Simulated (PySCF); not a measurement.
```yaml
atoms:
  - { symbol: C, position_ang: [-1.9734, 0.2042, -0.1269] }
  - { symbol: C, position_ang: [-0.6574, -0.4130, -0.3964] }
  - { symbol: Si, position_ang: [0.9732, 0.4239, -0.1290] }
  - { symbol: N, position_ang: [2.2548, -0.5243, 0.5200] }
  - { symbol: F, position_ang: [0.7134, 1.5488, 1.0010] }
  - { symbol: H, position_ang: [-2.6099, -0.4741, 0.4473] }
  - { symbol: H, position_ang: [-1.8705, 1.1405, 0.4140] }
  - { symbol: H, position_ang: [-2.5050, 0.4000, -1.0639] }
  - { symbol: H, position_ang: [-0.6998, -1.3824, -0.8748] }
  - { symbol: H, position_ang: [1.5187, 1.1392, -1.2770] }
  - { symbol: H, position_ang: [2.6403, -1.2715, -0.0305] }
  - { symbol: H, position_ang: [2.2169, -0.7920, 1.4903] }
```

Geometry: GFN2-xTB.

Method: PySCF 2.14.0, density-fitted response routines, UKS B3LYP, pcH-1 on C F H N Si, non-relativistic, mean-field spin-orbit, GIAO.

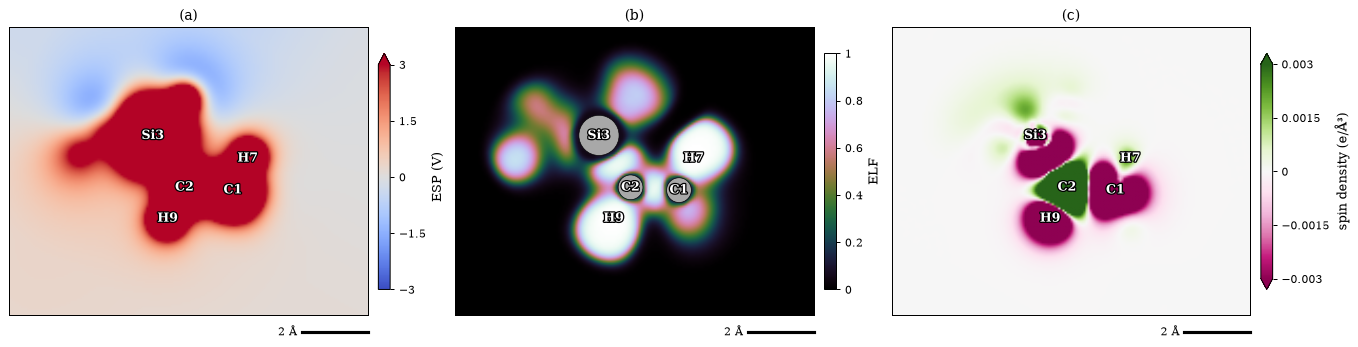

C₂H₇FNSi (doublet). (a) electrostatic potential; (b) ELF; (c) spin density on the plane of atoms C1, C2 and Si3. Grey discs cover the atomic cores in the ELF map.

Question: Read the bonding off the picture.

Answer: Atoms in the plane: C, Si and H.
C–C (1.48 Å): the ELF peaks at about 0.95 between the atoms: localised, covalent bonding.
C–Si (1.85 Å): the ELF peaks at about 0.95 between the atoms: a shared electron pair.
C–H (1.08 Å): the ELF climbs to about 1 towards the hydrogen, as it does in any bond to H (an ordinary covalent bond to hydrogen).
The ELF also peaks beside F5, away from the bonds: non-bonding electrons, paired or unpaired.
The unpaired spin (1 electron) lies mostly on C2 (about 0.7), in electrons by Hirshfeld's partition.
Outside the dense part of the molecule the potential is most negative (−1.5 V) near N4, which lies off the plane.
